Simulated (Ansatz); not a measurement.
## Two runs on Al4N4H4F4

System: Al4N4H4F4 ((FAlNH)4 cubane).
Method of run A: RKS B3LYP-D4/def2-TZVP (Ansatz 0.2.0).

The geometry comes from this level: PBE-D4/def2-SVP. Text and figures count atoms from 1; the logs count them from 0 in places.

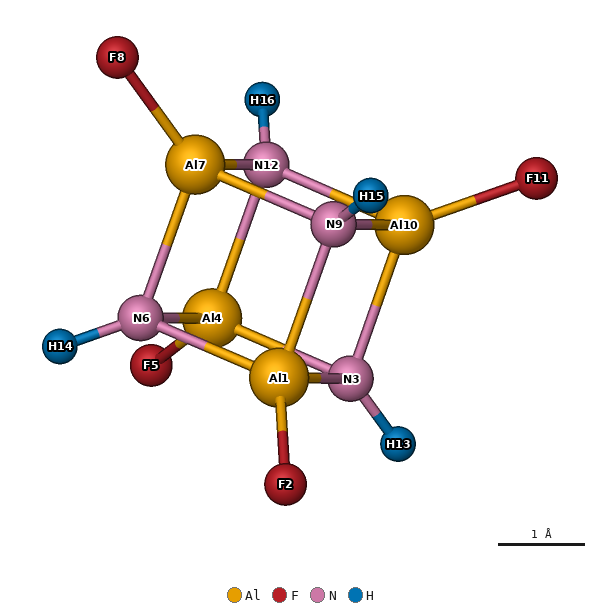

Fig. 1: The input geometry (ball-and-stick view, seen at a tilt; atoms are numbered from 1 in the order of the input). Sticks mark near contacts. Bond lengths as drawn: Al–F 1.68 Å, Al–N 1.93 Å and H–N 1.02 Å.

## Input, run A
```yaml
crystal:
  periodic: [false, false, false]
  atoms:
    - {symbol: Al, position_ang: [-0.803543, 1.464738, 0.043285]}
    - {symbol: F, position_ang: [-1.610864, 2.935411, 0.086306]}
    - {symbol: N, position_ang: [-1.167982, -0.038270, 1.203634]}
    - {symbol: Al, position_ang: [-1.091028, -1.224634, -0.320943]}
    - {symbol: F, position_ang: [-2.186201, -2.454733, -0.643367]}
    - {symbol: N, position_ang: [-0.733832, 0.279106, -1.482562]}
    - {symbol: Al, position_ang: [1.163379, 0.038040, -1.199188]}
    - {symbol: F, position_ang: [2.332003, 0.076497, -2.403075]}
    - {symbol: N, position_ang: [1.095037, 1.229437, 0.322257]}
    - {symbol: Al, position_ang: [0.731117, -0.278162, 1.476818]}
    - {symbol: F, position_ang: [1.464895, -0.557300, 2.960110]}
    - {symbol: N, position_ang: [0.806716, -1.470282, -0.043373]}
    - {symbol: H, position_ang: [-1.880942, -0.061453, 1.939215]}
    - {symbol: H, position_ang: [-1.182224, 0.449855, -2.387945]}
    - {symbol: H, position_ang: [1.764168, 1.980146, 0.518805]}
    - {symbol: H, position_ang: [1.299291, -2.368387, -0.069976]}
basis:
  gaussian: {orbitals: def2-TZVP, fitting: {mean_field: def2-universal-jkfit}, initial_orbitals: start.molden}
hamiltonian: {xc: {name: B3LYP}, dispersion: d4}
scf: {omitted_lower_state_checks: [starts]}
output: {orbitals: {seedname: orbitals}}
```

Launched with:
```bash
ansatz run in.yaml --threads 2 --pin off --events-out ev --progress --plain --max-ram 32768MiB --backend cuda --devices 0, --max-vram 18GiB
```

Hardware: 2 CPU threads, shared host.

## Output (run A)
```
Functional definition: B3LYP
  parameter a0 = 0.2
  parameter ax = 0.72
  parameter ac = 0.81
  exchange = (1 - a0 - ax)*slater_x + ax*b88_x + a0*exact_x
  correlation = (1 - ac)*vwn_rpa_c + ac*lyp_c
these checks for a lower state are left out or cut short: starts
1200 factors; integrals over basis functions are off by at most 1.6e0 eV
mean field evaluation 1: about -43310.8309 eV, gradient 1.4e1 eV
mean field evaluation 2: about -43310.9809 eV, gradient 1.4e-1 eV
mean field evaluation 4: about -43310.9649 eV, gradient 1.9e-4 eV
mean field -43310.96485851 eV, -1591.6486013240 hartree, gradient 2.5e-5 eV, S^2 0.000000; 0 other end points of the search recorded, 0 dependent functions left out
reference -43310.96523647 eV, -1591.6486152136 hartree; 60, 60 occupied and 360, 360 virtual orbitals, 1200 factors
Total energy: -43312.12848867 eV, -1591.6913639436 hartree
Checks for a lower state left out: starts
```

For run B the input was changed thus:
```diff
-  gaussian: {orbitals: def2-TZVP, fitting: {mean_field: def2-universal-jkfit}, initial_orbitals: start.molden}
+  gaussian: {orbitals: 6-31G}
```

Predict how the results change.

The total energies belong to different models, so their difference says nothing on which is more stable or more accurate. The HOMO goes from −8.40 to −8.59 eV. The basis functions go from 420 to 132.

## Output (run B)
```
Functional definition: B3LYP
  parameter a0 = 0.2
  parameter ax = 0.72
  parameter ac = 0.81
  exchange = (1 - a0 - ax)*slater_x + ax*b88_x + a0*exact_x
  correlation = (1 - ac)*vwn_rpa_c + ac*lyp_c
these checks for a lower state are left out or cut short: starts
1520 factors; integrals over basis functions are off by at most 1.9e-4 eV
mean field evaluation 1: about -43264.7331 eV, gradient 1.3e2 eV
mean field evaluation 2: about -43226.5288 eV, gradient 1.8e2 eV
mean field evaluation 4: about -43294.5044 eV, gradient 3.6e0 eV
mean field evaluation 8: about -43294.7161 eV, gradient 7.2e-2 eV
mean field -43294.71606609 eV, -1591.0514692164 hartree, gradient 3.6e-5 eV, S^2 0.000000; 0 other end points of the search recorded, 0 dependent functions left out
reference -43294.71646309 eV, -1591.0514838059 hartree; 60, 60 occupied and 72, 72 virtual orbitals, 1520 factors
Total energy: -43295.87971530 eV, -1591.0942325358 hartree
Checks for a lower state left out: starts
```

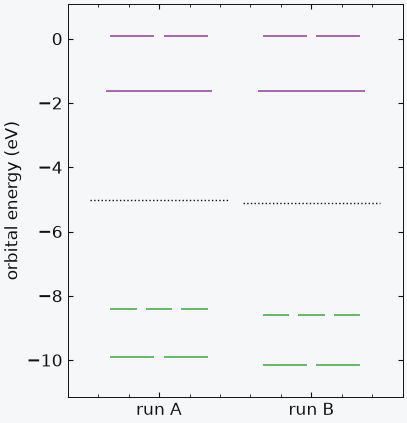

Fig. 2: The five highest filled and three lowest empty orbital energies of the two runs; the dotted lines part filled from empty levels. The HOMO–LUMO gap is 6.77 eV in run A and 6.97 eV in run B.

## The two runs side by side

| quantity | run A | run B |
| --- | --- | --- |
| outcome | converged | converged |
| total energy (hartree) | −1591.691364 | −1591.094233 |
| HOMO (eV) | −8.40 | −8.59 |
| LUMO (eV) | −1.63 | −1.61 |
| basis functions | 420 | 132 |
| wall time (shared host) | 2.8 s | 5 s |
